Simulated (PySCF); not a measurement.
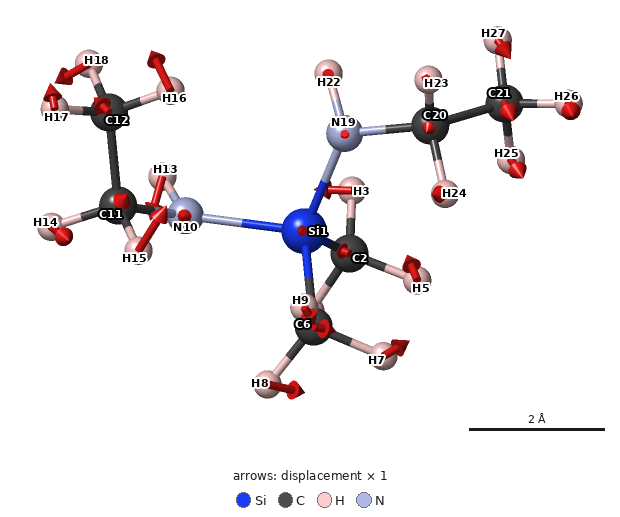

This is a relaxation of C6H18N2Si. The starting structure is drawn; red arrows show the displacements, at their true length. The two geometries are superimposed by the best rigid fit.

Style: ball-and-stick. Shown at a tilt.

The start comes from GFN2-xTB. Its atoms were then displaced at random by about 0.03 Å.

Level of theory: PBE0-D3(BJ)/def2-SVP geometry optimisation, gas phase in PySCF 2.14.0, density-fitted response routines. 

Describe the change and its energy.

Answer. The largest move after the best rigid fit is that of an H atom, 0.92 Å. Largest moves by element: H 0.92 Å, C 0.43 Å, N 0.22 Å, Si 0.13 Å. Among the contacts that change: N–Si 1.811 → 1.731 Å, C–H 1.021 → 1.101 Å, C–N 1.386 → 1.444 Å, C–H 1.155 → 1.102 Å. Among the angles between lasting bonds that change: C–N–H 105.8° → 114.8°, C–N–H 106.3° → 113.0°, C–Si–N 107.3° → 113.3°. After 14 geometry steps the energy has fallen by 94.1 kJ/mol.
